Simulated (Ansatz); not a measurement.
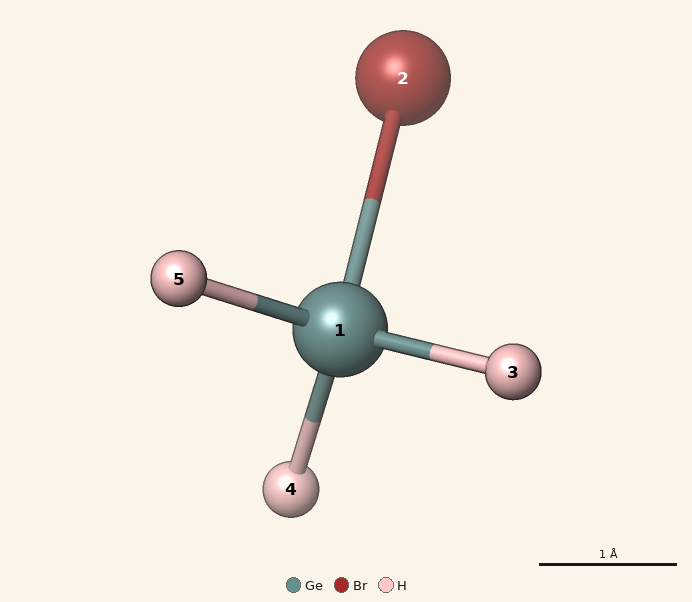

Orthographic view. Depth is shown by fading: the farther an atom, the more it takes the colour of the background. The geometry was computed by an optimisation with PBE-D4/def2-SVP. No frequency run is at hand to confirm it as a minimum.

Write a Z-matrix (Å, degrees) in the order of the atom numbers, with these reference atoms: 2 to 1; 3 to 1, 2; 4 to 1, 3, 2; 5 to 1, 3, 4.

```
Ge 
Br   1   2.329
H    1   1.547   2   107.6
H    1   1.548   3   111.4   2   117.6
H    1   1.547   3   111.3   4   124.9
```
